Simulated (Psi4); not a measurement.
# H2S3 at 4 levels

We compute a comparison of 4 runs (HF/STO-3G, HF/6-31G*, BP86/pcseg-2, ACPF/cc-pVDZ) of H2S3. 

The results are computed with Psi4 1.11.

2 further runs of the same task are left out: 2 set aside as unsound or not needed.

**1. Starting point**

The species is H2S3 (5 atoms), meant as a singlet with charge 0. The coordinates come from a GFN2-xTB relaxation.

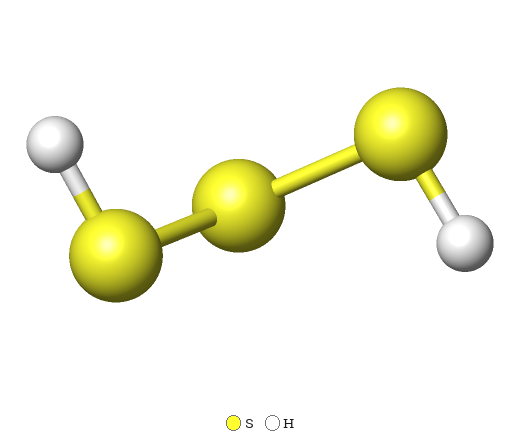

The structure, seen from a chosen angle (sulfur yellow, hydrogen white).

**2. Energy and forces at HF/STO-3G (run 1)**

h2s3.json reads:

```json
{
  "schema_name": "qcschema_input",
  "schema_version": 1,
  "molecule": {
    "schema_name": "qcschema_molecule",
    "schema_version": 2,
    "symbols": ["S", "S", "S", "H", "H"],
    "geometry": [1.17890564, 0.26165148, 2.9214221, 0.33586102, 1.80117356, -0.53324292, -1.30513935, -0.95066452, -2.71317428, 3.50536637, -0.57260591, 2.38662961, -3.71499369, -0.5395546, -2.06165341],
    "molecular_charge": 0,
    "molecular_multiplicity": 1,
    "fix_symmetry": "c1"
  },
  "driver": "gradient",
  "model": {
    "method": "hf",
    "basis": "STO-3G"
  },
  "keywords": {
    "puream": true,
    "e_convergence": 1e-09,
    "d_convergence": 1e-08,
    "scf_type": "pk"
  }
}
```

Started as:

```bash
$ psi4 --qcschema h2s3.json -n 1 --memory 1600MB
```

stdout:

```text
[...]
  Running in c1 symmetry.
[...]
  Nuclear repulsion =  196.741845758846210
[...]
  Multiplicity = 1
[...]
  Nalpha       = 25
  Nbeta        = 25
[...]
    Number of basis functions: 29
[...]
   @RHF iter   1: -1180.64060446184521   -1.46846e+00   5.85933e-03 DIIS/ADIIS
[...]
   @RHF iter   9: -1180.67346996948299   -3.63798e-12   4.82716e-09 DIIS
[...]
    Orbital Energies [Eh]
    ---------------------
    Doubly Occupied:
       1A    -90.752670     2A    -90.752625     3A    -90.749167
       4A     -8.661563     5A     -8.659545     6A     -8.658427
       7A     -6.293525     8A     -6.292157     9A     -6.291188
      10A     -6.289775    11A     -6.289138    12A     -6.288685
      13A     -6.286020    14A     -6.285924    15A     -6.285645
      16A     -1.001470    17A     -0.892133    18A     -0.735521
      19A     -0.504667    20A     -0.450051    21A     -0.393330
      22A     -0.370134    23A     -0.280417    24A     -0.266058
      25A     -0.260524
[...]
  @RHF Final Energy: -1180.67346996948299
   => Energetics <=
    Nuclear Repulsion Energy =            196.7418457588462104
    One-Electron Energy =               -2034.8499191078778949
    Two-Electron Energy =                 657.4346033795487756
    Total Energy =                      -1180.6734699694829942
[...]
 Multipole Moments:
 ------------------------------------------------------------------------------------
     Multipole            Electronic (a.u.)      Nuclear  (a.u.)        Total (a.u.)
 ------------------------------------------------------------------------------------
 L = 1.  Multiply by 2.5417464519 to convert [e a0] to [Debye]
 Dipole X            :          0.1430989           -0.1696045           -0.0265056
 Dipole Y            :          0.7602340           -0.8998228           -0.1395888
 Dipole Z            :         -0.2222030            0.2629367            0.0407337
 Magnitude           :                                                    0.1478066
[...]
  -Total Gradient:
     Atom            X                  Y                   Z
    ------   -----------------  -----------------  -----------------
       1       -0.000835259247     0.009363372405    -0.006643777750
       2       -0.003281313884    -0.017755042996     0.005343787844
       3        0.004995461213     0.010416755321     0.000632546954
       4        0.002880195384    -0.001315990439     0.001346559865
       5       -0.003759083463    -0.000709094285    -0.000679116925
[...]
```

The result, in JSON:

```text
{
 "driver": "gradient",
 "model": {
  "method": "hf",
  "basis": "STO-3G"
 },
 "success": true,
 "return_result": [-0.0008352592470838582, 0.009363372404825468, -0.006643777750438951, -0.0032813138835635774, -0.01775504299619987, 0.005343787844181519, 0.004995461212603802, 0.010416755321295934, 0.0006325469539604778, 0.002880195383634543, -0.001315990438646511, 0.0013465598647803625, -0.0037590834634802783, -0.0007090942854860449, -0.0006791169250724011],
 "properties": {
  "calcinfo_nbasis": 29,
  "calcinfo_nmo": 29,
  "calcinfo_nalpha": 25,
  "calcinfo_nbeta": 25,
  "calcinfo_natom": 5,
  "nuclear_repulsion_energy": 196.7418457588462,
  "return_energy": -1180.673469969483,
  "return_gradient": [-0.0008352592470838582, 0.009363372404825468, -0.006643777750438951, -0.0032813138835635774, -0.01775504299619987, 0.005343787844181519, 0.004995461212603802, 0.010416755321295934, 0.0006325469539604778, 0.002880195383634543, -0.001315990438646511, 0.0013465598647803625, -0.0037590834634802783, -0.0007090942854860449, -0.0006791169250724011],
  "scf_one_electron_energy": -2034.849919107878,
  "scf_two_electron_energy": 657.4346033795488,
  "scf_dipole_moment": [-0.026505582800608884, -0.13958875379058655, 0.04073365649741256],
  "scf_total_energy": -1180.673469969483,
  "scf_total_gradient": [-0.0008352592470838582, 0.009363372404825468, -0.006643777750438951, -0.0032813138835635774, -0.01775504299619987, 0.005343787844181519, 0.004995461212603802, 0.010416755321295934, 0.0006325469539604778, 0.002880195383634543, -0.001315990438646511, 0.0013465598647803625, -0.0037590834634802783, -0.0007090942854860449, -0.0006791169250724011],
  "scf_iterations": 9
 }
}
```

Run time: 1.5 s. Hardware: 1 thread of AMD EPYC 9R45 (Zen 5), shared host; peak memory 0.18 GiB.

**3. A single-point energy at HF/6-31G(d) (spherical functions) (run 2)**

run.py reads:

```python
import psi4

psi4.set_memory('1600 MB')
psi4.set_num_threads(1)
psi4.set_output_file('run.log', False)

molecule = psi4.geometry("""
0 1
S
S 1 2.050557
S 2 2.050696 1 108.15041
H 1 1.338139 2 98.20327 3 89.50641
H 3 1.338817 2 98.22719 1 89.85534
symmetry c1
""")

options = {'puream': True, 'e_convergence': 1e-09, 'd_convergence': 1e-08, 'scf_type': 'pk'}
psi4.set_options(options)

energy_value, wavefunction = psi4.energy("hf/6-31G*", return_wfn=True)
psi4.oeprop(wavefunction, "LOWDIN_CHARGES", "MULLIKEN_CHARGES", "QUADRUPOLE")
print(f'total energy {energy_value:.8f} hartree = {energy_value * 27.211386:.5f} eV')
```

Started as:

```bash
$ python run.py
```

run.log:

```text
[...]
  Running in c1 symmetry.
[...]
  Nuclear repulsion =  196.741878877336632
[...]
  Multiplicity = 1
[...]
  Nalpha       = 25
  Nbeta        = 25
[...]
    Number of basis functions: 58
[...]
   @RHF iter   1: -1193.63356691277227   -1.58929e-01   3.78879e-03 DIIS/ADIIS
[...]
   @RHF iter  12: -1193.67935861943874   -4.77485e-12   2.76393e-09 DIIS
[...]
    Orbital Energies [Eh]
    ---------------------
    Doubly Occupied:
       1A    -91.992095     2A    -91.972633     3A    -91.972587
       4A     -9.008399     5A     -8.991576     6A     -8.991545
       7A     -6.690126     8A     -6.688032     9A     -6.685570
      10A     -6.673358    11A     -6.673336    12A     -6.671724
      13A     -6.671703    14A     -6.669168    15A     -6.669144
      16A     -1.105174    17A     -0.995969    18A     -0.843693
      19A     -0.619683    20A     -0.562437    21A     -0.525930
      22A     -0.499790    23A     -0.391772    24A     -0.388979
      25A     -0.382368
[...]
  @RHF Final Energy: -1193.67935861943874
   => Energetics <=
    Nuclear Repulsion Energy =            196.7418788773366316
    One-Electron Energy =               -2042.1688968630783165
    Two-Electron Energy =                 651.7476593663029689
    Total Energy =                      -1193.6793586194387444
[...]
 Multipole Moments:
 ------------------------------------------------------------------------------------
     Multipole            Electronic (a.u.)      Nuclear  (a.u.)        Total (a.u.)
 ------------------------------------------------------------------------------------
 L = 1.  Multiply by 2.5417464519 to convert [e a0] to [Debye]
 Dipole X            :         -0.0002613            0.0005835            0.0003223
 Dipole Y            :          0.5755882           -0.7743014           -0.1987132
 Dipole Z            :          0.4125050           -0.5550129           -0.1425079
 Magnitude           :                                                    0.2445313
 L = 2.  Multiply by 1.3450342976 to convert [e a0^2] to [Debye ang]
 Quadrupole XX       :        -40.7042893           12.5335312          -28.1707581
 Quadrupole XY       :          7.9493508          -10.0315107           -2.0821599
[...]
  Mulliken Charges: (a.u.)
   Center  Symbol    Alpha    Beta     Spin     Total
       1     S     8.05082  8.05082  0.00000 -0.10165
       2     S     8.02136  8.02136  0.00000 -0.04272
       3     S     8.05092  8.05092  0.00000 -0.10183
       4     H     0.43846  0.43846  0.00000  0.12309
       5     H     0.43845  0.43845  0.00000  0.12310
   Total alpha = 25.00000, Total beta = 25.00000, Total charge =  0.00000
  Lowdin Charges: (a.u.)
   Center  Symbol    Alpha    Beta     Spin     Total
       1     S     8.04502  8.04502  0.00000 -0.09004
[...]
```

Standard output:

```text
total energy -1193.67935862 hartree = -32481.66979 eV
```

It took 1.9 s on 1 thread of AMD EPYC 9R45 (Zen 5), shared host; peak memory 0.2 GiB.

Run 3 isn't shown in full; the table further down has it.

**4. The energy at ACPF/cc-pVDZ (sfX2C, Cholesky decomposition) (run 4)**

input.inp reads:

```
memory 1600 MB

molecule mol {
  0 1
  S
  S 1 R2
  S 2 R3 1 A3
  H 1 R4 2 A4 3 D4
  H 3 R5 2 A5 1 D5

  R2 = 2.050557
  R3 = 2.050696
  A3 = 108.15041
  R4 = 1.338139
  A4 = 98.20327
  D4 = 89.50641
  R5 = 1.338817
  A5 = 98.22719
  D5 = 89.85534
  no_reorient
  no_com
}

set globals {
  basis        cc-pVDZ
  scf_type     cd
  freeze_core  true
  relativistic x2c
}

e, wfn = energy('acpf', return_wfn=True)
```

Started as:

```bash
$ psi4 input.inp input.out -n 1
```

input.out:

```text
[...]
  Running in c1 symmetry.
[...]
  Nuclear repulsion =  196.741878877336632
[...]
  Multiplicity = 1
[...]
  Nalpha       = 25
  Nbeta        = 25
[...]
    Number of basis functions: 64
[...]
    WARNING: The X2C and Dirac Hamiltonians have substatially different eigenvalues!
             This is probably caused by the recontraction of the basis set.
[...]
   @RHF iter   1: -1196.59422065216836   -2.00791e-01   3.34726e-03 DIIS/ADIIS
[...]
   @RHF iter  12: -1196.63692236707129   -1.81899e-12   4.16048e-09 DIIS
[...]
    Orbital Energies [Eh]
    ---------------------
    Doubly Occupied:
       1A    -92.326470     2A    -92.307536     3A    -92.307529
       4A     -9.063470     5A     -9.046080     6A     -9.046063
       7A     -6.704062     8A     -6.701852     9A     -6.699296
      10A     -6.686905    11A     -6.686893    12A     -6.685151
      13A     -6.685137    14A     -6.682652    15A     -6.682641
      16A     -1.099705    17A     -0.991296    18A     -0.840586
      19A     -0.610156    20A     -0.555305    21A     -0.520314
      22A     -0.495047    23A     -0.384932    24A     -0.383439
      25A     -0.375587
[...]
  @RHF Final Energy: -1196.63692236707129
   => Energetics <=
    Nuclear Repulsion Energy =            196.7418788773366316
    One-Electron Energy =               -2045.6213926871564581
    Two-Electron Energy =                 652.2425914427485623
    Total Energy =                      -1196.6369223670712927
[...]
 Multipole Moments:
 ------------------------------------------------------------------------------------
     Multipole            Electronic (a.u.)      Nuclear  (a.u.)        Total (a.u.)
 ------------------------------------------------------------------------------------
 L = 1.  Multiply by 2.5417464519 to convert [e a0] to [Debye]
 Dipole X            :         -0.0002714            0.0005835            0.0003122
 Dipole Y            :          0.5975641           -0.7743014           -0.1767373
 Dipole Z            :          0.4283299           -0.5550129           -0.1266829
 Magnitude           :                                                    0.2174505
[...]
      * SCS-MP2 total energy:                -1197.026910288105
[...]
      * MP2 total energy:                    -1197.033596574959
[...]
```

Run time: 10 s. Hardware: 1 thread of AMD EPYC 9R45 (Zen 5), shared host; peak memory 0.34 GiB.

**5. The series**

| run | level | task | integration grid | energy (Eh) | dipole moment (D) | HOMO energy (eV) | LUMO energy (eV) | wall time |
| --- | --- | --- | --- | --- | --- | --- | --- | --- |
| 1 | HF/STO-3G | gradient | – | -1180.673470 | 0.38 | -7.09 | 8.36 | 1.5 s |
| 2 | HF/6-31G* (spherical functions) | energy | – | -1193.679359 | 0.62 | -10.40 | 2.29 | 1.9 s |
| 3 | BP86/pcseg-2 | energy | 99 radial × 590 angular | -1195.982273 | 0.53 | -6.45 | -2.42 | 13 s |
| 4 | ACPF/cc-pVDZ (sfX2C, Cholesky decomposition) | energy | – | -1197.084123 | – | -10.22 | 2.68 | 10 s |

**6. Outcome**

| quantity | value |
| --- | --- |
| run 4: total energy | -1197.08412 Eh |
| run 4: HOMO energy (Hartree–Fock orbitals) | -10.22 eV |
| run 4: LUMO energy (Hartree–Fock orbitals) | 2.68 eV |
| run 4: HOMO–LUMO gap (Hartree–Fock orbitals) | 12.90 eV |
| run 4: correlation energy (15 core orbitals frozen) | -447.2 mEh |

In words: Over runs 1, 2, 3 the dipole moment (its size) runs from 0.38 D (HF/STO-3G) to 0.62 D (HF/6-31G*). Over runs 1, 2, 3 the HOMO–LUMO gap runs from 4.04 eV (BP86/pcseg-2) to 15.45 eV (HF/STO-3G). The two ends differ in method and basis. Some runs of one species differ in core potentials or relativity; totals across that change don't compare. In run 1 the basis is minimal, so the values are rough. All runs together took 27 s, the longest 13 s.
